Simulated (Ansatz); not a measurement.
```
atom    x (Å)    y (Å)    z (Å)
   B  -1.1532   0.4632  -0.1994
   N   1.4326  -0.6315   0.3864
  Cl  -1.5296  -0.5793  -1.5690
  Cl  -0.6328   2.1229  -0.4802
   H   0.8079  -0.7438   1.1918
   H  -1.4379   0.1073   0.9183
   H   1.5027   0.3682   0.1700
   H   1.0103  -1.1070  -0.4177
```

Theory: Ansatz 0.2.0, UKS PBE/def2-SVP.

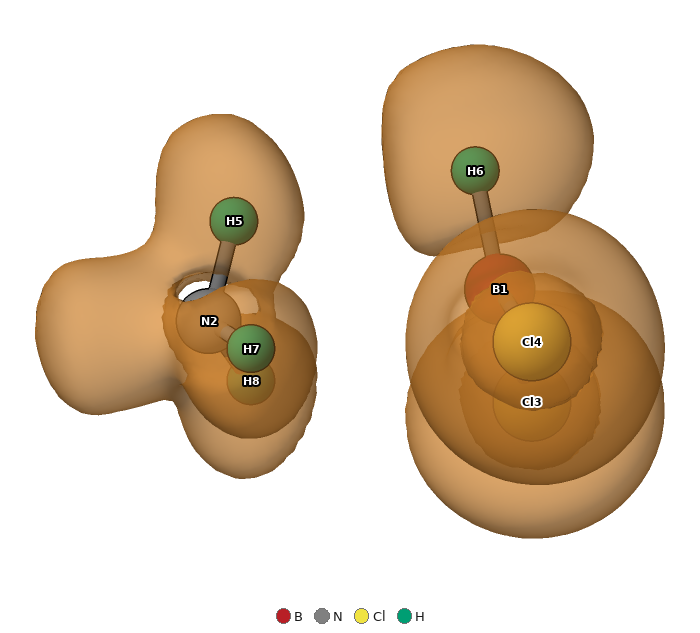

BCl2H···NH3. Isosurface of the electron localisation function at 0.75 (orange), seen from one side. Only the valence region is drawn (cores and ρ < 0.01 e/Å³ removed).

**Describe the localisation domains.**

The surface consists of one region around a hydrogen nucleus, two regions on Cl in which the atom's valence shell and bonds are merged and one joined region spread over several atoms (H, N), in which their bonds and any lone pairs are merged.

Values along the shortest contacts:
B1···N2 (2.87 Å): the ELF is about 0.10 at the midpoint. B–Cl (1.76 Å): the ELF peaks at about 0.90 between the atoms (a polar covalent bond).
